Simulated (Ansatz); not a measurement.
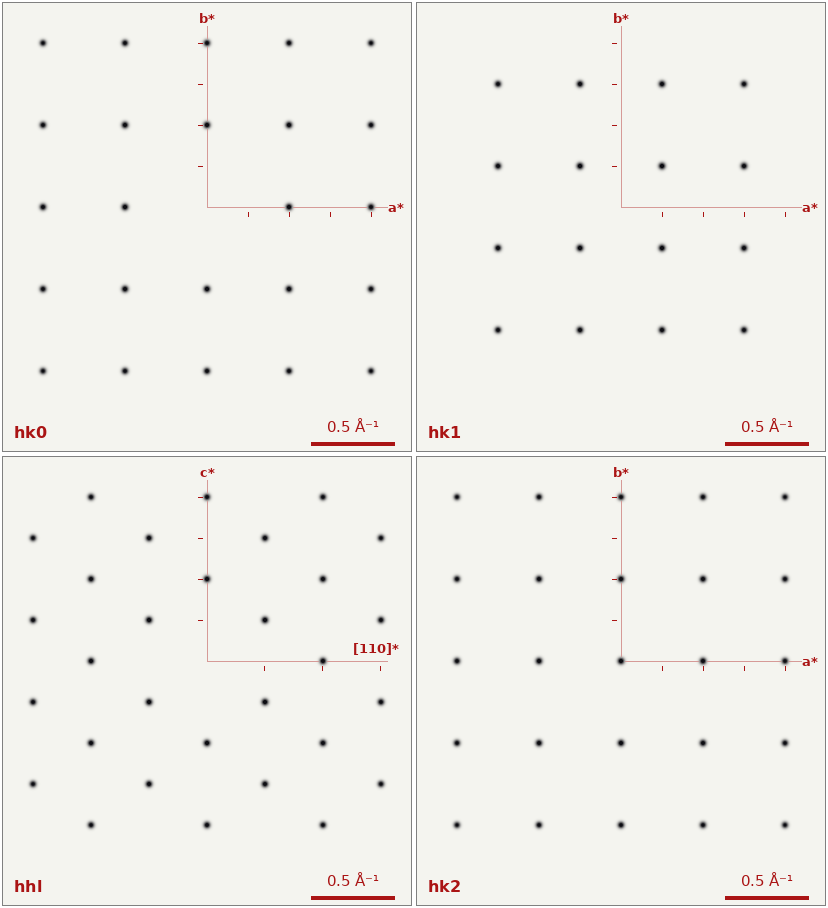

Four undistorted layers of reciprocal space, calculated for a single crystal (neutrons, kinematic |F|², B = 0.5 Å²). Tick marks count the reciprocal lattice steps of the conventional cell along each axis.

Read the reciprocal cell and give the direct cell.

a* = 0.247, b* = 0.247, c* = 0.247 Å⁻¹; the cell is cubic with a = 4.04 Å.

Which reflection conditions do the layers show?

Reflections are present only under these conditions. hkl: h + k = 2n, h + l = 2n; hk0: h = 2n, k = 2n; hhl: h + l = 2n; h00: h = 2n. The lattice is face-centred (F).

Which space groups fit?

The intensities have Laue symmetry m-3m (the hk0 layer shows 4mm, hk1 shows 4mm). With these conditions the candidates are F432 (No. 209), F-43m (No. 216), Fm-3m (No. 225). Diffraction geometry alone does not choose among them; the structure has Fm-3m. The compound is Al. Structure: the input geometry of an electronic-structure calculation (not necessarily at equilibrium).
